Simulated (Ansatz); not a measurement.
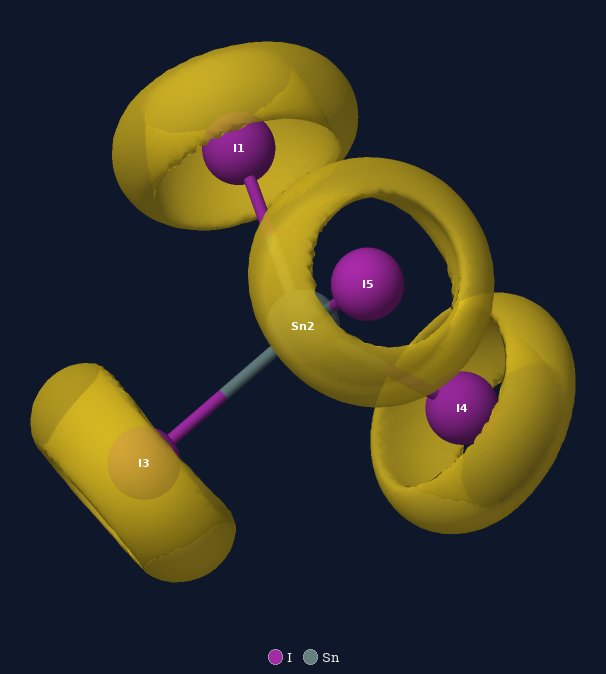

The picture shows: I4Sn (SMILES [I][Sn]([I])([I])[I]). Isosurface of the ELF at 0.8 (yellow), seen at a tilt. Only the valence region is drawn (cores and ρ < 0.01 e/Å³ removed).

Geometry: PBE0-D4/def2-TZVP; core potentials replace the inner electrons of I and Sn.

Theory: Ansatz 0.2.0, RKS PBE0-D4/def2-TZVPP.

Input file:

```
crystal:
  periodic: [false, false, false]
  atoms:
    - {symbol: I, position_ang: [-1.249500, 0.004650, 2.338681]}
    - {symbol: Sn, position_ang: [0.009960, -0.014744, -0.008303]}
    - {symbol: I, position_ang: [2.271346, -1.405369, 0.209047]}
    - {symbol: I, position_ang: [-1.553527, -1.143716, -1.845659]}
    - {symbol: I, position_ang: [0.571521, 2.485480, -0.735265]}
basis:
  gaussian: {orbitals: def2-TZVPP}
hamiltonian: {xc: pbe0, dispersion: d4}
output: {orbitals: {seedname: orbitals}}
```

Run with:

```sh
ansatz run in.yaml --threads 2 --pin off --events-out ev --progress --plain --max-ram 32768MiB --backend cpu
```

**What do the ELF domains correspond to?**

The surface consists of four rings or bowls of non-bonding electrons around I. Profiles from the grid: Sn–I (2.66 Å): the ELF peaks at about 0.70 in the valence shell of I, 1.2 Å from its nucleus, and drops to about 0.20 between the two atoms.
